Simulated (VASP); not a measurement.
Band structure of TiGe₂ (space group Fddd). Calculation: LDA (Ceperley-Alder, Perdew-Zunger), VASP's LDA PAW potentials (set 64) (plane waves; VASP).

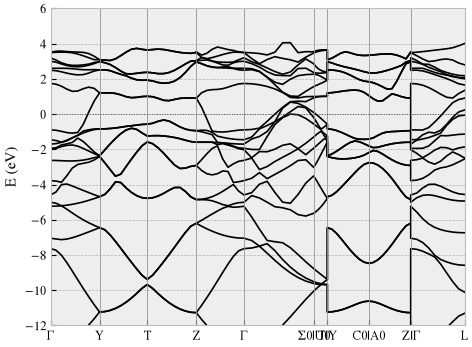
Figure: Bands along high-symmetry lines, zero at the valence-band maximum or, without a gap, the Fermi level

**Question.** Read the plot: is there a gap, and where are the band edges?

**Answer.** It has no gap at this level: it comes out as a metal or semimetal. (Edges off the drawn lines would not show.)

The structure comes from a computed database's TiGe2 entry (Fddd); how it stands against other phases isn't given here. It was relaxed first.
